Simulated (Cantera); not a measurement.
A closed system holds: 1 mol CCl₄, 8.6 mol H₂, at 1.30 Pa.

Cantera equilibrium calculation (NASA polynomials, part measured and part estimated; ideal gas, pure solids and liquids). Candidate condensed phases: C, C₆H₆, C₇H₈, C₈H₁₈; 91 gas species. Equilibrium is a limit: real reactors are often held back by kinetics, nucleation or transport.

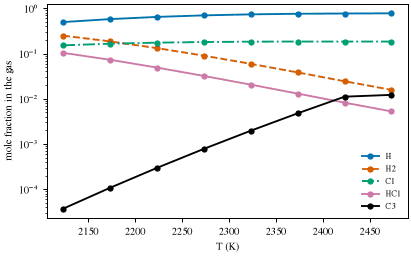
Figure: Equilibrium gas composition (values under 1e-9 drawn at 1e-9)

From 2123 K to 2423 K the condensed part is C(graphite). At 2473 K nothing is condensed. The main C-bearing gas is C₂H₂ (acetylene) at 2123 K and C₃ at 2473 K. The share of C in condensed phases is highest at 2123 K (98.4 %) and lowest at 2473 K (0.0 %).
